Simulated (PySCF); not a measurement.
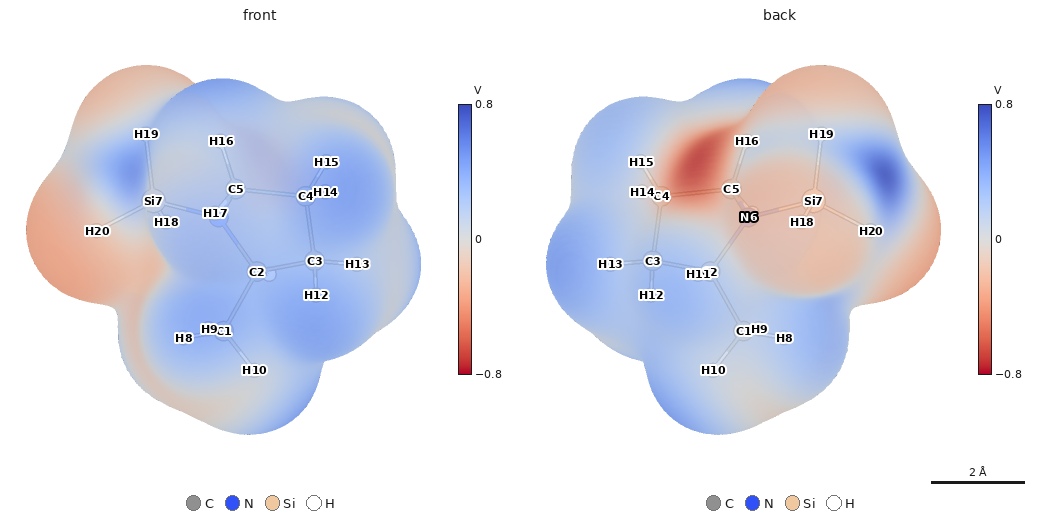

Figure 1: C5H13NSi. The electrostatic potential painted on the density surface at 0.001 e/bohr³, seen from the front and from behind; the colour scale runs from red (negative) to blue (positive).

Geometry: GFN2-xTB.

Method: PBE0/pcSseg-1, SCF density, gas phase, non-relativistic in PySCF 2.14.0.

```xyz
20

C     0.1166    1.9535   -0.2753
C    -0.0171    0.5070   -0.7535
C    -1.4971    0.0746   -0.8354
C    -1.5836   -1.1943    0.0162
C    -0.4217   -1.0122    0.9885
N     0.6051   -0.4357    0.1566
Si    2.2837   -0.5420    0.4562
H     1.1655    2.2354   -0.2300
H    -0.3136    2.0605    0.7181
H    -0.3999    2.6255   -0.9569
H     0.4769    0.4199   -1.7283
H    -2.1337    0.8545   -0.4159
H    -1.8105   -0.1017   -1.8626
H    -2.5445   -1.3023    0.5159
H    -1.4036   -2.0769   -0.5981
H    -0.0751   -1.9473    1.4285
H    -0.7118   -0.3335    1.8051
H     2.9331   -0.2657   -0.8259
H     2.5193   -1.9074    0.9279
H     2.8069    0.3989    1.4658
```

Question: Where is the surface potential most negative and most positive?

Answer: The most negative region (about −0.6 V) lies over N6, the most positive (about +0.6 V) over Si7.

Question: How polar is the molecule by this calculation?

Answer: Its dipole moment is 1.10 D.
